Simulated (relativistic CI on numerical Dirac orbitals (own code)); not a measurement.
```
atom Tm  Z=69  charge=3  electrons=66
nucleus A=169  rms_radius_fm=5.2256
hamiltonian dirac-coulomb  breit=on  qed=on  c_scale=1
orbitals kli  potential=per-configuration
slater_scale 0.8
correlation none
mixing on
configurations
  [Xe] 4f12
  [Ar] 3d9 4s2 4p6 4d10 4f13 5s2 5p6
end
absorption M4,5 T=10 lorentz=0.36 gauss=0.4
crystal_field D3h B20=1190 B40=-620 B60=-800 B66=-240
```

Multiplet model: relativistic Dirac–Coulomb–Breit theory, one configuration a step, Slater integrals scaled by 0.8, 10 K, Voigt broadening (Lorentzian 0.36 eV, Gaussian 0.4 eV full widths), computed with a radial Dirac CI code.

The M₄,₅ X-ray absorption spectrum that results, with the strongest transitions as sticks:

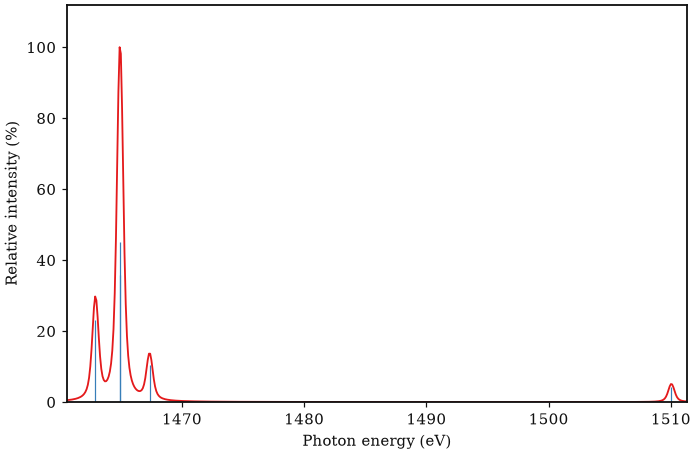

The main maxima lie at 1462.9 eV (30), 1464.9 eV (100) and 1467.3 eV (14), heights in % of the largest; the centroid is at 1466.3 eV. The lower edge holds 0.97 of the intensity (branching ratio, edges parted at 1489 eV), and the core spin-orbit splitting of the orbitals is 46.0 eV. The ground state has S = 0.99.

Limits of the model: free-ion energies, so absolute edge positions are off by a few eV from solids.
